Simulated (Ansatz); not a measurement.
# Molecular dynamics, with input and output: GeHCl$_{2}$F (part 6 of 6)

Continued. System: GeHCl$_{2}$F. Method: RKS B3LYP-D4/def2-SVP (Ansatz 0.2.0). It belongs to a series of runs on one base structure; here: dynamics from the start.

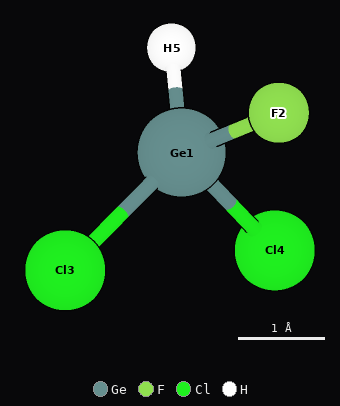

The geometry at step 231 of the log (ball-and-stick view, seen at a tilt; atoms are numbered from 1 in the order of the input).

Trajectory as extended XYZ, continued:
```
5
Properties=species:S:1:pos:R:3:forces:R:3 step=212 time_fs=106.0 energy=-84284.56882 temperature=1609.5
Ge   -0.0027   -0.0405   -0.0201   -2.7311  -0.9054  -1.5418
F     0.0376   -0.0362    1.6619    0.1590   0.1950   1.7687
Cl    1.9377    0.1161   -0.7246    1.4471  -0.3274  -0.4598
Cl   -0.8976    1.7851   -0.7725   -0.1549  -0.1426   0.2136
H    -1.0126   -1.3190   -0.3294    1.2799   1.1803   0.0193
5
Properties=species:S:1:pos:R:3:forces:R:3 step=213 time_fs=106.5 energy=-84284.58657 temperature=1615.6
Ge   -0.0021   -0.0409   -0.0214   -2.6893  -0.7620  -1.4553
F     0.0361   -0.0338    1.6623    0.1742   0.1902   1.7073
Cl    1.9414    0.1144   -0.7242    1.3798  -0.3376  -0.4422
Cl   -0.9011    1.7852   -0.7707   -0.1262  -0.1413   0.2081
H    -1.0258   -1.2954   -0.3236    1.2615   1.0507  -0.0179
5
Properties=species:S:1:pos:R:3:forces:R:3 step=215 time_fs=107.5 energy=-84284.62138 temperature=1617.2
Ge   -0.0011   -0.0419   -0.0242   -2.5439  -0.4328  -1.2510
F     0.0333   -0.0290    1.6638    0.2039   0.1794   1.5600
Cl    1.9490    0.1109   -0.7235    1.2385  -0.3572  -0.4042
Cl   -0.9078    1.7853   -0.7671   -0.0706  -0.1351   0.1962
H    -1.0474   -1.2456   -0.3122    1.1722   0.7457  -0.1009
5
Properties=species:S:1:pos:R:3:forces:R:3 step=217 time_fs=108.5 energy=-84284.64890 temperature=1589.0
Ge   -0.0005   -0.0429   -0.0271   -2.3094  -0.0473  -1.0106
F     0.0306   -0.0242    1.6660    0.2319   0.1669   1.3861
Cl    1.9567    0.1074   -0.7229    1.0903  -0.3757  -0.3636
Cl   -0.9144    1.7853   -0.7635   -0.0177  -0.1240   0.1833
H    -1.0628   -1.1937   -0.3016    1.0049   0.3801  -0.1953
5
Properties=species:S:1:pos:R:3:forces:R:3 step=219 time_fs=109.5 energy=-84284.66180 temperature=1515.1
Ge   -0.0003   -0.0439   -0.0301   -1.9828   0.3881  -0.7419
F     0.0281   -0.0195    1.6689    0.2578   0.1524   1.1931
Cl    1.9645    0.1040   -0.7224    0.9382  -0.3929  -0.3214
Cl   -0.9208    1.7853   -0.7600    0.0318  -0.1081   0.1696
H    -1.0730   -1.1417   -0.2922    0.7550  -0.0396  -0.2993
5
Properties=species:S:1:pos:R:3:forces:R:3 step=221 time_fs=110.5 energy=-84284.65517 temperature=1388.1
Ge   -0.0003   -0.0448   -0.0330   -1.5736   0.8551  -0.4556
F     0.0259   -0.0149    1.6722    0.2808   0.1358   0.9878
Cl    1.9722    0.1005   -0.7221    0.7852  -0.4083  -0.2786
Cl   -0.9269    1.7853   -0.7566    0.0773  -0.0881   0.1553
H    -1.0793   -1.0917   -0.2846    0.4304  -0.4945  -0.4088
5
Properties=species:S:1:pos:R:3:forces:R:3 step=223 time_fs=111.5 energy=-84284.62901 temperature=1215.1
Ge   -0.0005   -0.0455   -0.0359   -1.1124   1.3201  -0.1649
F     0.0238   -0.0104    1.6759    0.2998   0.1170   0.7765
Cl    1.9798    0.0971   -0.7218    0.6345  -0.4216  -0.2363
Cl   -0.9328    1.7852   -0.7533    0.1184  -0.0649   0.1407
H    -1.0834   -1.0459   -0.2792    0.0597  -0.9506  -0.5160
5
Properties=species:S:1:pos:R:3:forces:R:3 step=225 time_fs=112.5 energy=-84284.58981 temperature=1019.4
Ge   -0.0008   -0.0461   -0.0387   -0.6527   1.7360   0.1143
F     0.0220   -0.0060    1.6799    0.3143   0.0962   0.5645
Cl    1.9873    0.0937   -0.7216    0.4891  -0.4322  -0.1953
Cl   -0.9384    1.7852   -0.7501    0.1547  -0.0404   0.1264
H    -1.0871   -1.0065   -0.2765   -0.3054  -1.3595  -0.6099
5
Properties=species:S:1:pos:R:3:forces:R:3 step=227 time_fs=113.5 energy=-84284.54932 temperature=835.0
Ge   -0.0012   -0.0464   -0.0413   -0.2639   2.0512   0.3651
F     0.0205   -0.0018    1.6839    0.3234   0.0737   0.3559
Cl    1.9946    0.0903   -0.7214    0.3516  -0.4401  -0.1565
Cl   -0.9438    1.7851   -0.7470    0.1862  -0.0164   0.1130
H    -1.0920   -0.9751   -0.2767   -0.5974  -1.6683  -0.6776
5
Properties=species:S:1:pos:R:3:forces:R:3 step=229 time_fs=114.5 energy=-84284.52018 temperature=694.1
Ge   -0.0017   -0.0464   -0.0438   -0.0106   2.2251   0.5727
F     0.0191    0.0023    1.6880    0.3270   0.0498   0.1543
Cl    2.0017    0.0870   -0.7213    0.2238  -0.4451  -0.1203
Cl   -0.9488    1.7850   -0.7439    0.2132   0.0051   0.1010
H    -1.0994   -0.9529   -0.2801   -0.7533  -1.8350  -0.7077
5
Properties=species:S:1:pos:R:3:forces:R:3 step=231 time_fs=115.5 energy=-84284.51010 temperature=613.1
Ge   -0.0021   -0.0461   -0.0461    0.0711   2.2424   0.7281
F     0.0180    0.0062    1.6919    0.3252   0.0253  -0.0375
Cl    2.0085    0.0836   -0.7213    0.1064  -0.4470  -0.0871
Cl   -0.9536    1.7850   -0.7410    0.2357   0.0226   0.0907
H    -1.1100   -0.9401   -0.2867   -0.7384  -1.8434  -0.6943
5
Properties=species:S:1:pos:R:3:forces:R:3 step=233 time_fs=116.5 energy=-84284.51855 temperature=586.2
Ge   -0.0025   -0.0456   -0.0482   -0.0121   2.1184   0.8303
F     0.0171    0.0100    1.6957    0.3185   0.0008  -0.2168
Cl    2.0151    0.0803   -0.7212   -0.0005  -0.4460  -0.0567
Cl   -0.9581    1.7849   -0.7382    0.2542   0.0353   0.0823
H    -1.1236   -0.9364   -0.2962   -0.5601  -1.7085  -0.6391
5
Properties=species:S:1:pos:R:3:forces:R:3 step=235 time_fs=117.5 energy=-84284.53824 temperature=591.7
Ge   -0.0029   -0.0448   -0.0502   -0.2162   1.8918   0.8857
F     0.0164    0.0137    1.6992    0.3078  -0.0230  -0.3816
Cl    2.0215    0.0770   -0.7212   -0.0978  -0.4422  -0.0288
Cl   -0.9624    1.7848   -0.7355    0.2688   0.0429   0.0757
H    -1.1393   -0.9409   -0.3083   -0.2627  -1.4695  -0.5509
5
Properties=species:S:1:pos:R:3:forces:R:3 step=237 time_fs=118.5 energy=-84284.55974 temperature=604.4
Ge   -0.0033   -0.0438   -0.0519   -0.4801   1.6093   0.9049
F     0.0159    0.0172    1.7024    0.2940  -0.0456  -0.5302
Cl    2.0276    0.0737   -0.7212   -0.1867  -0.4357  -0.0031
Cl   -0.9665    1.7848   -0.7328    0.2797   0.0458   0.0707
H    -1.1556   -0.9521   -0.3226    0.0931  -1.1738  -0.4423
5
Properties=species:S:1:pos:R:3:forces:R:3 step=238 time_fs=119.0 energy=-84284.56880 temperature=607.5
Ge   -0.0035   -0.0432   -0.0527   -0.6161   1.4605   0.9047
F     0.0156    0.0189    1.7039    0.2862  -0.0562  -0.5981
Cl    2.0305    0.0721   -0.7212   -0.2286  -0.4316   0.0091
Cl   -0.9684    1.7848   -0.7315    0.2838   0.0458   0.0686
H    -1.1635   -0.9598   -0.3304    0.2747  -1.0184  -0.3843
5
Properties=species:S:1:pos:R:3:forces:R:3 step=240 time_fs=120.0 energy=-84284.58124 temperature=601.7
Ge   -0.0040   -0.0419   -0.0542   -0.8681   1.1679   0.8908
F     0.0154    0.0222    1.7065    0.2693  -0.0760  -0.7206
Cl    2.0362    0.0688   -0.7212   -0.3079  -0.4217   0.0325
Cl   -0.9722    1.7848   -0.7290    0.2893   0.0432   0.0652
H    -1.1778   -0.9781   -0.3469    0.6174  -0.7134  -0.2678
5
Properties=species:S:1:pos:R:3:forces:R:3 step=242 time_fs=121.0 energy=-84284.58609 temperature=580.8
Ge   -0.0045   -0.0405   -0.0555   -1.0698   0.8994   0.8655
F     0.0152    0.0254    1.7087    0.2512  -0.0936  -0.8252
Cl    2.0417    0.0655   -0.7212   -0.3825  -0.4099   0.0547
Cl   -0.9758    1.7848   -0.7265    0.2916   0.0383   0.0623
H    -1.1887   -0.9993   -0.3642    0.9094  -0.4342  -0.1574
5
Properties=species:S:1:pos:R:3:forces:R:3 step=244 time_fs=122.0 energy=-84284.58602 temperature=552.0
Ge   -0.0052   -0.0391   -0.0567   -1.2074   0.6659   0.8341
F     0.0152    0.0284    1.7105    0.2325  -0.1090  -0.9120
Cl    2.0469    0.0621   -0.7211   -0.4534  -0.3963   0.0761
Cl   -0.9791    1.7848   -0.7240    0.2909   0.0316   0.0598
H    -1.1950   -1.0220   -0.3817    1.1375  -0.1922  -0.0579
5
Properties=species:S:1:pos:R:3:forces:R:3 step=246 time_fs=123.0 energy=-84284.58507 temperature=525.5
Ge   -0.0061   -0.0376   -0.0577   -1.2785   0.4711   0.7993
F     0.0153    0.0313    1.7117    0.2133  -0.1222  -0.9812
Cl    2.0519    0.0587   -0.7211   -0.5215  -0.3813   0.0968
Cl   -0.9824    1.7848   -0.7216    0.2874   0.0241   0.0572
H    -1.1958   -1.0450   -0.3992    1.2992   0.0084   0.0280
5
Properties=species:S:1:pos:R:3:forces:R:3 step=248 time_fs=124.0 energy=-84284.58727 temperature=510.9
Ge   -0.0071   -0.0360   -0.0587   -1.2867   0.3144   0.7626
F     0.0155    0.0341    1.7124    0.1940  -0.1334  -1.0334
Cl    2.0566    0.0553   -0.7210   -0.5870  -0.3649   0.1168
Cl   -0.9855    1.7848   -0.7192    0.2813   0.0160   0.0546
H    -1.1905   -1.0676   -0.4161    1.3983   0.1679   0.0995
5
Properties=species:S:1:pos:R:3:forces:R:3 step=250 time_fs=125.0 energy=-84284.59573 temperature=515.3
Ge   -0.0082   -0.0344   -0.0595   -1.2375   0.1946   0.7248
F     0.0158    0.0368    1.7126    0.1745  -0.1425  -1.0691
Cl    2.0611    0.0519   -0.7209   -0.6501  -0.3471   0.1363
Cl   -0.9884    1.7848   -0.7169    0.2730   0.0076   0.0517
H    -1.1786   -1.0889   -0.4322    1.4400   0.2874   0.1563
```

The run was set up as follows.

Input file:
```yaml
crystal:
  periodic: [false, false, false]
  atoms:
    - { symbol: Ge, position_ang: [-0.004909, -0.00911, -0.057345] }
    - { symbol: F, position_ang: [0.015964, 0.027013, 1.674036] }
    - { symbol: Cl, position_ang: [2.038092, 0.023821, -0.708091] }
    - { symbol: Cl, position_ang: [-0.997664, 1.776621, -0.708645] }
    - { symbol: H, position_ang: [-0.733582, -1.271646, -0.514756] }
basis:
  gaussian: { orbitals: def2-SVP }
hamiltonian:
  xc: b3lyp
  dispersion: d4
md:
  timestep: 0.5
  n_steps: 250
  ensemble: nvt_nose_hoover
  temperature: 1000.0
  initial_velocities: maxwell_boltzmann
  seed: 841800
  nose_hoover: { tau: 20.0, chain_length: 5 }
  masses: [{ species: H, mass: 2.014 }]
```

Command:
```bash
ansatz run input.yaml --threads 2 --pin off --max-ram 3072MiB --backend cpu --events-out ev --progress --plain --runs-dir out
```

Results in brief:

- outcome: finished
- mean temperature over the second half: 1159 K
- trajectory: 250 steps, 125 fs
- ensemble: nvt_nose_hoover
- temperature in the input: 1000.0 K
- time step: 0.5 fs
- potential energy (last step): −84284.5959 eV
- mean-field energy (last step): −84284.3698 eV
- largest force (length of the vector) (last step): 1.477 eV/Å
- hardware: 2 threads of Arm Neoverse V1, 24 GiB of memory available, shared host
- wall time: 8.7 min (CPU time 17 min)
- peak memory: 0.18 GiB

So short a trajectory is not equilibrated.
